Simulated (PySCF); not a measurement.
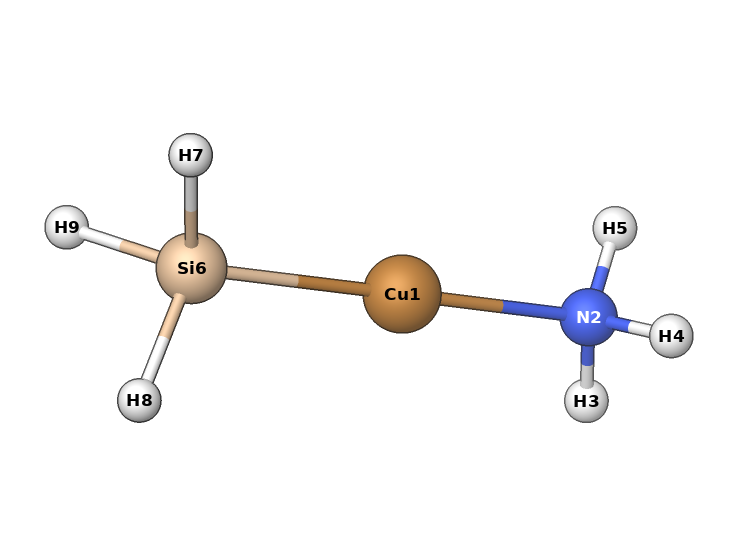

The species is neutral and a spin singlet. The computed structure is the end point of a PBE0-D3(BJ)/def2-SVP optimisation. No frequency run is at hand to confirm it as a minimum. Method: delta-SCF UKS SCAN, pcX-2 on the ionised atom (unc-x2c-TZVPall on a metal), pcseg-1 elsewhere, spin-free X2C (PySCF 2.14.0).

Give the core-electron binding energies (to vacuum; p and d levels without spin–orbit splitting) of Cu1 2p, N2 1s, Si6 1s, Si6 2p.

```
atom  level  binding energy (eV)
 Cu1     2p                944.4
  N2     1s                407.6
 Si6     1s               1844.4
 Si6     2p                104.9
```
